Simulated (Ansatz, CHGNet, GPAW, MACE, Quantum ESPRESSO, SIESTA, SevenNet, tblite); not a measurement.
# KH6C3NO5 (P2_1/c) (64 atoms) in Quantum ESPRESSO

How do the settings of Quantum ESPRESSO change the result for KH6C3NO5 (P2_1/c) (64 atoms)? A plane-wave run serves as the yardstick.

Method: the method is named at each step, in Quantum ESPRESSO 7.5.

### Step 1. The structure

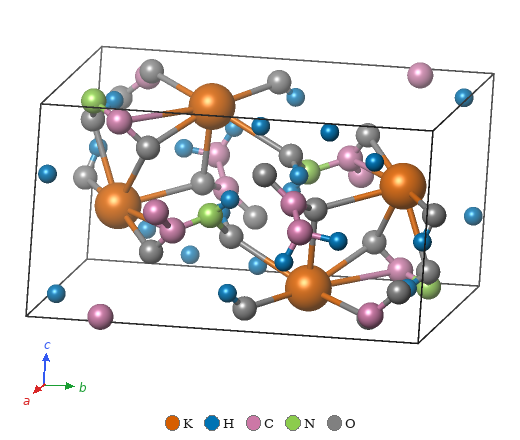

The starting structure, seen slightly off an axis (potassium orange, hydrogen blue, carbon pink, nitrogen green, oxygen grey). Bonds to atoms that aren't drawn are left out. Some periodic images of atoms are drawn too.

The cell holds 64 atoms: 4 K, 24 H, 12 C, 4 N and 20 O. Cell: a = 7.457 Å, b = 13.002 Å, c = 6.816 Å, α = 90.0°, β = 105.4°, γ = 90.0°. It derives from KH6C3NO5 (P2_1/c), repeated 1×1×1. KH6C3NO5, space group P2_1/c, structure from the Crystallography Open Database, 1 x 1 x 1 conventional cells; every coordinate displaced by a Gaussian of 0.01 Å; bonds to H set to neutron lengths (C-H 1.089, N-H 1.015, O-H 0.983, B-H 1.19 Å) where the listed ones are shorter. Then every atom was moved at random, 0.05 Å r.m.s. a Cartesian component (hydrogen 0.6 of that).

The yardstick, on the same geometry:

| Quantity | Value |
| --- | --- |
| method | Kohn-Sham DFT, PBE, PAW, plane waves (Ansatz 0.2.0); cutoff 420 eV, Γ point, fermi-dirac smearing of 0.05 eV; PAW set soft_2 |
| r.m.s. force component | 1.996 eV/Å |
| longest force | 9.624 eV/Å |
| pressure | 1.782 GPa |
| gap (highest filled to lowest empty level) | 3.546 eV |
| SCF cycles | 10 |
| time | 3.9 s on 4 threads of Arm Neoverse V2, shared host |
| CPU time | 14 s |

### Step 2. PBE, sssp-1.3.0-efficiency, 60/480 Ry

Method: Kohn-Sham DFT, PBE, SSSP efficiency 1.3.0 pseudopotentials, plane waves.

pw.in

```
&control
  calculation = 'scf'
  pseudo_dir = './pseudo'
  outdir = './tmp'
  disk_io = 'none'
  tprnfor = .true.
  tstress = .true.
/
&system
  ibrav = 0
  nat = 64
  ntyp = 5
  ecutwfc = 60
  ecutrho = 480
  nosym = .true.
  occupations = 'smearing'
  smearing = 'fd'
  degauss = 0.003675
/
&electrons
  conv_thr = 3.2e-07
  electron_maxstep = 100
  mixing_beta = 0.4
  mixing_mode = 'plain'
  diagonalization = 'david'
/
ATOMIC_SPECIES
K 39.098 K.upf
H 1.008 H.upf
C 12.011 C.upf
N 14.007 N.upf
O 15.999 O.upf
CELL_PARAMETERS angstrom
7.45700 0.00000 0.00000
0.00000 13.00200 0.00000
-1.81118 0.00000 6.57096
ATOMIC_POSITIONS crystal
K 0.49354 0.63839 0.07791
K 0.49071 0.14022 0.40100
K 0.49405 0.36167 0.89725
K 0.50933 0.86276 0.59056
H 0.97627 0.73521 0.95355
H 0.03137 0.23085 0.55864
H 0.03291 0.26555 0.06223
H 0.96676 0.77429 0.44276
H 0.97824 0.85450 0.82802
H 0.01695 0.35285 0.66833
H 0.00880 0.14755 0.16046
H 0.98465 0.64285 0.33300
H 0.55456 0.89896 0.12690
H 0.44802 0.39649 0.38909
H 0.43914 0.10440 0.87826
H 0.54685 0.60227 0.61620
H 0.23016 0.96173 0.94360
H 0.76317 0.46279 0.54481
H 0.77189 0.03979 0.05005
H 0.22982 0.53984 0.44859
H 0.87304 0.48889 0.13712
H 0.11976 0.99007 0.36021
H 0.12207 0.51846 0.85981
H 0.88021 0.01209 0.63912
H 0.81466 0.53533 0.91298
H 0.19254 0.03649 0.58189
H 0.18849 0.46142 0.07886
H 0.80885 0.96534 0.42158
C 0.85991 0.85424 0.07587
C 0.13895 0.36051 0.41193
C 0.13335 0.14187 0.91372
C 0.86384 0.63934 0.57401
C 0.01861 0.81588 0.97326
C 0.99953 0.31119 0.52960
C 0.98757 0.18708 0.01826
C 0.99592 0.68022 0.48119
C 0.19242 0.82471 0.10382
C 0.80164 0.32773 0.39220
C 0.80935 0.17477 0.88784
C 0.19316 0.67773 0.61147
N 0.29810 0.91462 0.06622
N 0.69407 0.40570 0.44371
N 0.71064 0.09190 0.94700
N 0.28856 0.58667 0.56212
O 0.69803 0.82593 0.01798
O 0.30949 0.32446 0.48184
O 0.30112 0.17451 0.98692
O 0.68731 0.67019 0.50390
O 0.90231 0.92806 0.20576
O 0.08840 0.43238 0.27471
O 0.08860 0.06911 0.79114
O 0.90139 0.56643 0.71058
O 0.26885 0.76518 0.24879
O 0.73519 0.26765 0.26612
O 0.72820 0.24046 0.75060
O 0.28115 0.73170 0.75162
[... 4 atom lines left out ...]
O 0.76387 0.51916 0.03961
O 0.21963 0.01292 0.44439
O 0.21432 0.48719 0.95221
O 0.77521 0.98540 0.54028
K_POINTS gamma
```

Command:

```
> OMP_NUM_THREADS=1 mpirun -np 2 pw.x -in pw.in > output.txt
```

What it wrote:

```text
Program PWSCF
     gamma-point specific algorithms are used
     Parallelization info
     sticks:   dense  smooth     PW     G-vecs:    dense   smooth      PW
     Min        6620    3302    827               381693   135001   16857
     Max        6621    3303    828               381696   135002   16858
     Sum       13241    6605   1655               763389   270003   33715
     bravais-lattice index     =            0
     lattice parameter (alat)  =      14.0917  a.u.
     unit-cell volume          =    4299.3196 (a.u.)^3
     number of atoms/cell      =           64
     number of atomic types    =            5
     number of electrons       =       248.00
     number of Kohn-Sham states=          149
     kinetic-energy cutoff     =      60.0000  Ry
     charge density cutoff     =     480.0000  Ry
     scf convergence threshold =      3.2E-07
     mixing beta               =       0.4000
     number of iterations used =            8  plain     mixing
     Exchange-correlation= SLA  PW   PBX  PBC
                           (   1   4   3   4   0   0   0)
     crystal axes: (cart. coord. in units of alat)
               a(1) = (   1.000000   0.000000   0.000000 )
               a(2) = (   0.000000   1.743597   0.000000 )
               a(3) = (  -0.242883   0.000000   0.881180 )
     reciprocal axes: (cart. coord. in units 2 pi/alat)
               b(1) = (  1.000000 -0.000000  0.275634 )
               b(2) = (  0.000000  0.573527 -0.000000 )
               b(3) = (  0.000000  0.000000  1.134842 )
     PseudoPot. # 1 for K :
     Pseudo is Projector augmented-wave + core cor, Zval =  9.0
     PseudoPot. # 2 for H :
     Pseudo is Ultrasoft, Zval =  1.0
     PseudoPot. # 3 for C :
     Pseudo is Projector augmented-wave + core cor, Zval =  4.0
     PseudoPot. # 4 for N :
     Pseudo is Ultrasoft + core correction, Zval =  5.0
     PseudoPot. # 5 for O :
     Pseudo is Projector augmented-wave + core cor, Zval =  6.0
     atomic species   valence    mass     pseudopotential
     K                 9.00    39.09800     K ( 1.00)
     H                 1.00     1.00800     H ( 1.00)
     C                 4.00    12.01100     C ( 1.00)
     N                 5.00    14.00700     N ( 1.00)
     O                 6.00    15.99900     O ( 1.00)
     No symmetry found
   Cartesian axes
     number of k points=     1  Fermi-Dirac smearing, width (Ry)=  0.0037
                       cart. coord. in units 2pi/alat
        k(    1) = (   0.0000000   0.0000000   0.0000000), wk =   2.0000000
     Dense  grid:   381695 G-vectors     FFT dimensions: ( 100, 180,  90)
     Smooth grid:   135002 G-vectors     FFT dimensions: (  72, 125,  64)
     Check: negative core charge=   -0.000002
     Initial potential from superposition of free atoms
     starting charge     247.9239, renormalised to     248.0000
     Starting wfcs are  200 randomized atomic wfcs
     Self-consistent Calculation
     iteration #  1     ecut=    60.00 Ry     beta= 0.40
     total energy              =   -1614.76789742 Ry
     estimated scf accuracy    <       7.14352669 Ry
     iteration #  2     ecut=    60.00 Ry     beta= 0.40
     total energy              =   -1615.98756436 Ry
     estimated scf accuracy    <       0.91398359 Ry
     iteration #  3     ecut=    60.00 Ry     beta= 0.40
     total energy              =   -1616.07615736 Ry
     estimated scf accuracy    <       0.23251340 Ry
     iteration #  4     ecut=    60.00 Ry     beta= 0.40
     total energy              =   -1616.08785603 Ry
     estimated scf accuracy    <       0.06058570 Ry
     iteration #  5     ecut=    60.00 Ry     beta= 0.40
     total energy              =   -1616.09259478 Ry
     estimated scf accuracy    <       0.00629410 Ry
     iteration #  6     ecut=    60.00 Ry     beta= 0.40
     total energy              =   -1616.09348741 Ry
     estimated scf accuracy    <       0.00075534 Ry
     iteration #  7     ecut=    60.00 Ry     beta= 0.40
     total energy              =   -1616.09357380 Ry
     estimated scf accuracy    <       0.00017136 Ry
     iteration #  8     ecut=    60.00 Ry     beta= 0.40
     total energy              =   -1616.09360648 Ry
     estimated scf accuracy    <       0.00002836 Ry
     iteration #  9     ecut=    60.00 Ry     beta= 0.40
     total energy              =   -1616.09361056 Ry
     estimated scf accuracy    <       0.00000421 Ry
     iteration # 10     ecut=    60.00 Ry     beta= 0.40
     total energy              =   -1616.09361148 Ry
     estimated scf accuracy    <       0.00000079 Ry
     iteration # 11     ecut=    60.00 Ry     beta= 0.40
     End of self-consistent calculation
          k = 0.0000 0.0000 0.0000 ( 16858 PWs)   bands (ev):
   -25.8456 -25.7958 -25.6787 -25.4966 -20.6792 -20.5637 -19.8233 -19.7686
   -19.6655 -19.2904 -18.9257 -18.8503 -18.7307 -18.5795 -18.2046 -17.8801
   -17.7885 -17.7439 -17.4251 -17.1846 -16.9222 -16.8089 -16.7039 -16.2615
   -14.0043 -13.5629 -13.4019 -13.3293 -11.6653 -11.6176 -11.5531 -10.9950
    -9.4241  -9.3955  -9.3766  -9.3533  -9.3237  -9.2836  -9.2295  -9.2154
    -9.2125  -9.0655  -9.0528  -9.0191  -8.0656  -7.9319  -7.7828  -7.0573
    -6.9669  -6.9217  -6.5380  -6.4615  -6.4374  -6.0624  -5.8927  -5.8038
    -5.6942  -5.5709  -5.4493  -5.3526  -5.2478  -5.1456  -5.0097  -4.6482
    -4.4814  -4.3180  -4.2692  -4.1567  -4.0611  -4.0358  -4.0076  -3.9349
    -3.8549  -3.6760  -3.6716  -3.5097  -3.3947  -3.3659  -3.2039  -3.1045
    -2.9813  -2.9419  -2.8073  -2.5403  -2.4077  -2.3310  -2.2535  -2.0526
    -1.9332  -1.7835  -1.6438  -1.5272  -1.4697  -1.4182  -1.2882  -0.8715
    -0.4298  -0.2124  -0.1996   0.0414   0.1152   0.1437   0.1983   0.2142
     0.3136   0.3497   0.4074   0.4582   0.4878   0.5220   0.5372   0.5628
     0.5911   0.6775   0.8897   1.0347   1.0610   1.0983   1.1753   1.3576
     1.4764   1.6289   1.8462   2.0134   5.5609   5.7259   5.9320   6.0328
     6.2167   6.3374   6.6171   6.7452   6.9794   7.6455   8.0041   8.1975
     8.3208   8.8170   8.9266   9.3045   9.4155   9.5391   9.6342   9.8286
     9.8905  10.1106  10.2295  10.2977  10.3877
     the Fermi energy is     3.9064 ev
!    total energy              =   -1616.09361166 Ry
     estimated scf accuracy    <       0.00000013 Ry
     smearing contrib. (-TS)   =      -0.00000000 Ry
     internal energy E=F+TS    =   -1616.09361166 Ry
     The total energy is F=E-TS. E is the sum of the following terms:
     one-electron contribution =    -603.85088163 Ry
     hartree contribution      =     410.16663833 Ry
     xc contribution           =    -288.52089735 Ry
     ewald contribution        =    -647.96541404 Ry
     one-center paw contrib.   =    -485.92305697 Ry
     convergence has been achieved in  11 iterations
     Forces acting on atoms (cartesian axes, Ry/au):
     atom    1 type  1   force =    -0.00074183    0.00091977    0.01398354
     atom    2 type  1   force =     0.00546323    0.00381983   -0.00035061
     atom    3 type  1   force =     0.00086711    0.00086297    0.00120520
     atom    4 type  1   force =    -0.00700984   -0.00707438    0.00164067
     atom    5 type  2   force =     0.01749877   -0.01252749   -0.01684704
     atom    6 type  2   force =    -0.00108845   -0.01681379   -0.00336840
     atom    7 type  2   force =    -0.01326645    0.01220570   -0.01324944
     atom    8 type  2   force =     0.00364586   -0.11951766    0.01750174
     atom    9 type  2   force =     0.02146164    0.01135459   -0.01751585
     atom   10 type  2   force =     0.00494879    0.01875901    0.03729420
     atom   11 type  2   force =    -0.00412667   -0.02819504    0.02720995
     atom   12 type  2   force =    -0.00039109    0.00336188    0.00626636
[...]
atom   60 type  5   force =     0.09310225   -0.01619781    0.03401621
     atom   61 type  5   force =     0.05907192    0.01324425   -0.06251450
     atom   62 type  5   force =     0.19599165    0.14701374    0.29438422
     atom   63 type  5   force =     0.15874350   -0.10177430    0.13913221
     atom   64 type  5   force =    -0.08365656   -0.00373344    0.02360021
     Total force =     1.085132     Total SCF correction =     0.000581
     Computing stress (Cartesian axis) and pressure
          total   stress  (Ry/bohr**3)                   (kbar)     P=       17.00
   0.00021381   0.00010820   0.00024783           31.45       15.92       36.46
   0.00010820  -0.00005307   0.00024848           15.92       -7.81       36.55
   0.00024783   0.00024848   0.00018591           36.46       36.55       27.35
     Message from routine punch:
     Nothing written, as per user request (disk_io='none')
```

Elapsed: 74 s, on 2 MPI ranks of Arm Neoverse V2, shared host; peak memory 1.6 GiB.

Banners, paths, timers and routine set-up lines are dropped from the logs unmarked, and long logs keep their key lines alone; longer cuts are marked.

Against the reference:

```
r.m.s. force component                           : 2.014 eV/Å
r.m.s. difference of force components            : 49.27 meV/Å
longest difference of force vectors              : 247.1 meV/Å
force difference over r.m.s. force               : 2.468 %
slope of forces against the reference's          : 1.008
correlation of force components                  : 0.9997
gap (highest filled to lowest empty level) : 3.547 eV
gap difference                                   : 0.0012 eV
pressure                                         : 1.7 GPa
pressure difference                              : -0.0822 GPa
```

Length of the force difference by element (eV/Å):

| element | atoms | mean | most |
| --- | --- | --- | --- |
| C | 12 | 0.074 | 0.23 |
| H | 24 | 0.040 | 0.25 |
| K | 4 | 0.0031 | 0.0035 |
| N | 4 | 0.031 | 0.042 |
| O | 20 | 0.095 | 0.23 |

Levels nearest the highest filled one (eV from it): -1.42, -1.34, -1.12, -0.98, -0.95, -0.92, -0.84, -0.66, -0.54, -0.38, -0.17, 0.00, 3.55, 3.71, 3.92, 4.02, 4.20, 4.32, 4.60, 4.73, 4.97, 5.63, 5.99, 6.18.

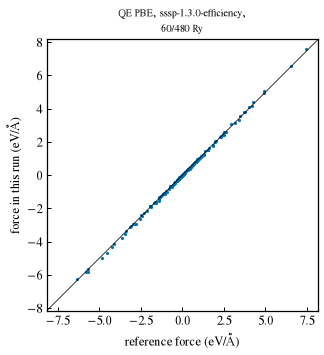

Force components against those of the reference; the line marks equality.

The surroundings of O62, which bears the longest force, nearest first, numbered as they follow in the input and with coordinates relative to it.

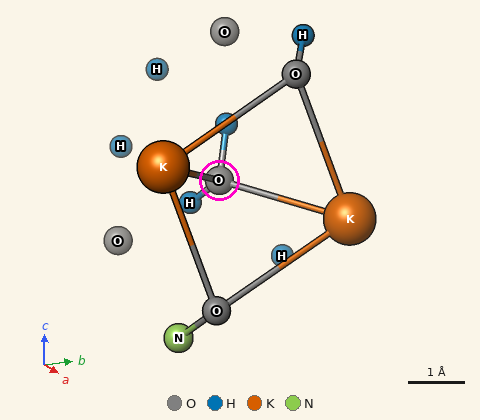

The atoms of the table, within 3.2 Å (arrows a, b, c point along x, y, z); some may hide others; the central atom is ringed.

| atom | x | y | z | distance (Å) | bonds | Fx | Fy | Fz (eV/Å) |
| --- | --- | --- | --- | --- | --- | --- | --- | --- |
| O62 | 0.00 | 0.00 | 0.00 | 0.00 | 4 | 5.04 | 3.78 | 7.57 |
| H22 | -0.59 | -0.30 | -0.55 | 0.86 | 1 | -5.82 | -2.94 | -5.00 |
| H26 | -0.45 | 0.31 | 0.90 | 1.06 | 1 | 0.63 | -0.82 | -2.30 |
| K2 | 2.10 | 1.66 | -0.29 | 2.69 | 8 | 0.14 | 0.10 | -0.01 |
| O49 | -1.93 | -1.10 | -1.57 | 2.72 | 1 | 0.80 | -0.03 | 0.22 |
| H11 | -1.06 | 1.75 | -1.87 | 2.77 | 1 | -0.11 | -0.72 | 0.70 |
| O51 | -1.61 | 0.73 | 2.28 | 2.88 | 1 | -0.03 | -0.74 | -1.15 |
| K4 | 1.90 | -1.95 | 0.96 | 2.89 | 8 | -0.18 | -0.18 | 0.04 |
| O59 | 1.68 | 0.71 | 2.40 | 3.01 | 4 | -0.26 | 0.50 | 1.64 |
| O57 | 2.31 | -1.01 | -1.71 | 3.05 | 4 | 0.48 | 1.16 | 1.49 |
| N41 | 1.27 | -1.28 | -2.48 | 3.07 | 3 | -4.12 | -2.94 | -1.69 |
| H28 | -3.02 | -0.62 | -0.15 | 3.09 | 1 | 1.24 | -0.48 | -1.46 |
| H24 | -2.88 | -0.01 | 1.28 | 3.15 | 1 | 1.06 | 0.63 | 0.73 |
| H15 | 0.85 | 1.19 | 2.85 | 3.20 | 1 | 0.93 | -0.43 | -0.52 |

Forces lie 2.5 % from the reference's, at 11 times its CPU time (on 2 against 4 cores).

[end of part 1 of 2]

[Also dropped from logs without a mark: logging warnings of Python, and SIESTA's first energy breakdown and zero terms.]

[Logs are printed without paths, hosts, clocks, repeated set-up lines and the standing remarks that a program may print on its own settings, such as how far it seeks lower states.]

[Hosts, paths, dates, database ids (printed as entryN), source tags and the programs' standing remarks are cut or masked in the printed files.]
